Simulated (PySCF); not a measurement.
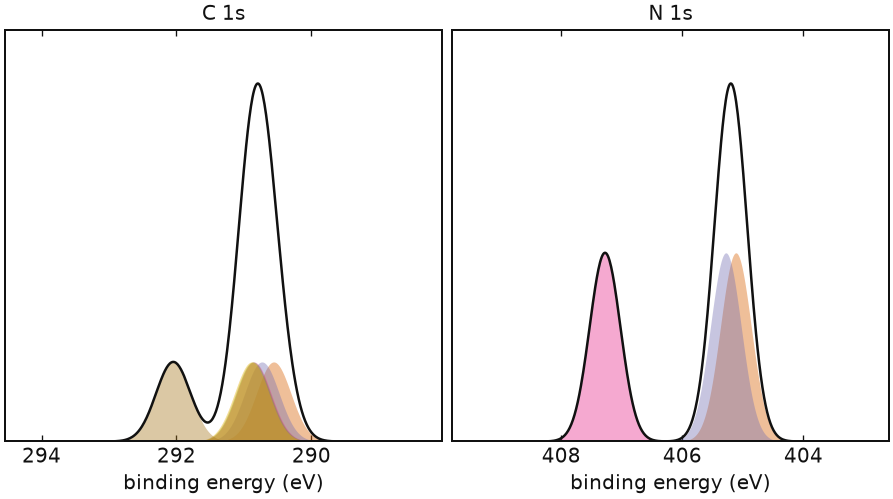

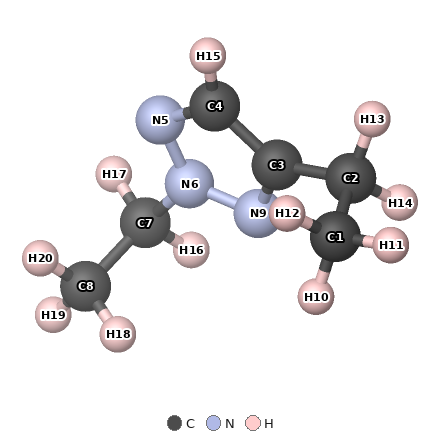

Simulated XPS of C₆H₁₁N₃, SMILES CCc1cnn(CC)n1. Vertical core-electron binding energies by ΔSCF (SCAN, pcX-2 on the ionised atom, pcseg-1 elsewhere, spin-free X2C; PySCF, at a PBE0-D3(BJ)/def2-SVP geometry (no frequency check)), gas phase, against the vacuum level. One atom of each kind was ionised; within a panel, areas follow the number of like atoms, each panel is scaled alone, Gaussians of 0.6 eV full width. Only the regions named are shown. Lines closer than the width merge in the curve.

**Assign the components.**

```
level  atoms  binding energy (eV)
 C 1s     C7                292.0
 C 1s     C3                290.9
 C 1s     C8                290.9
 C 1s     C2                290.9
 C 1s     C4                290.7
 C 1s     C1                290.6
 N 1s     N6                407.3
 N 1s     N5                405.3
 N 1s     N9                405.1
```

**How large is the chemical shift across the C 1s region?**

1.5 eV, from C1 at 290.6 eV to C7 at 292.0 eV.

Note: one conformer of a flexible molecule.
